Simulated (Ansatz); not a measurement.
ClF4Ta···H2O

Input

```
crystal:
  periodic: [false, false, false]
  atoms:
    - { symbol: Ta, position_ang: [0.0, 0.0, 0.0] }
    - { symbol: O, position_ang: [2.37, 0.0, 0.0] }
    - { symbol: H, position_ang: [2.7071, -0.5308, 0.7903] }
    - { symbol: F, position_ang: [0.0, 0.0, 1.93] }
    - { symbol: F, position_ang: [0.0, 0.0, -1.93] }
    - { symbol: F, position_ang: [-0.965, 1.6714, 0.0] }
    - { symbol: F, position_ang: [-0.965, -1.6714, 0.0] }
    - { symbol: Cl, position_ang: [0.8734, -2.2249, 1.3999] }
    - { symbol: H, position_ang: [2.1134, -1.1502, 0.7237] }
basis:
  gaussian: { orbitals: def2-SVP }
hamiltonian:
  xc: pbe0
relax:
  f_tol: 0.15
  max_steps: 25
  restrain:
    - { distance: [0, 7], at: 2.47, k: 30.0 }
    - { distance: [8, 1], at: 1.01, k: 30.0 }
    - { distance: [0, 1], at: 3.22, k: 30.0 }
    - { distance: [8, 7], at: 2.57, k: 30.0 }
output:
  orbitals: {}
```

Command:

```sh
ansatz run input.yaml --threads 4 --pin off --max-ram 5120MiB --backend cpu --events-out ev --progress --plain --runs-dir out
```

The fields are those of the run's last geometry, not of the input's.

Core potentials replace the inner electrons of Ta; not at a stationary point (largest force 1.2 eV/Å).

All numbers below come from Ansatz, RKS PBE0/def2-SVP.

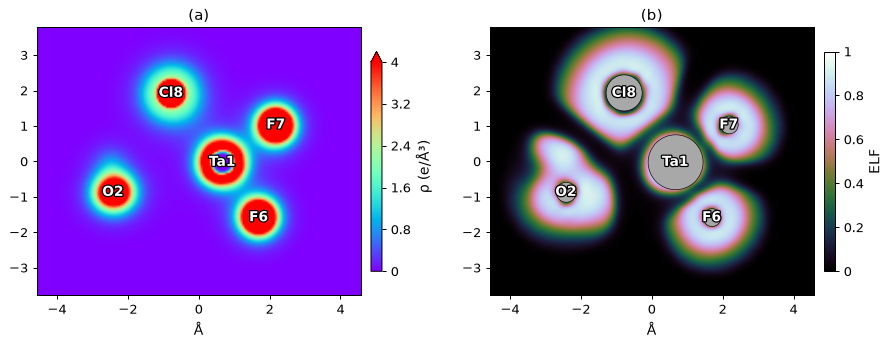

Figure 1. (a) electron density; (b) electron localisation function on the plane of atoms F7, Ta1 and Cl8. Grey discs cover the atomic cores in the ELF map.

Interpret the plot.

The section cuts through Ta, O, F and Cl sites. Ta1···O2 (3.20 Å): the density falls to about 0.06 e/Å³ on the way; the ELF dips to about 0 between them. Ta–F (1.84 Å): ρ at the midpoint is about 1.1 e/Å³; the ELF peaks at about 0.85 in the valence shell of F, 0.5 Å from its nucleus, and drops to about 0.25 between the two atoms. Ta–Cl (2.44 Å): the density is about 0.51 e/Å³ at the midpoint; the ELF peaks at about 0.85 in the valence shell of Cl, 0.8 Å from its nucleus, and is about 0.35 at the midpoint. The ELF also peaks beside O2, away from the bonds: lone-pair regions.

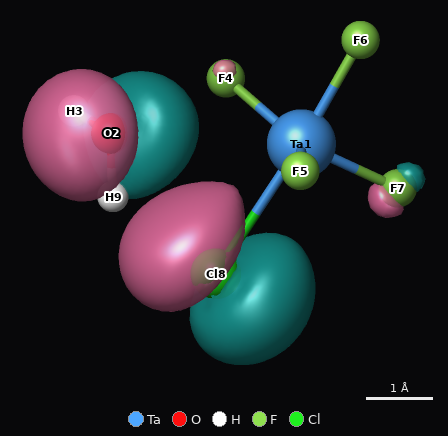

Figure 2. The HOMO at ±0.1 Å⁻³ᐟ² (teal and pink are the two phases), seen at a tilt.

Where does this orbital lie, and at what energy?

By Hirshfeld shares it lies mainly on O2 (about 50 %) and Cl8 (about 40 %); largely a combination of lone pairs on O2 and Cl8. Its energy is −9.25 eV.
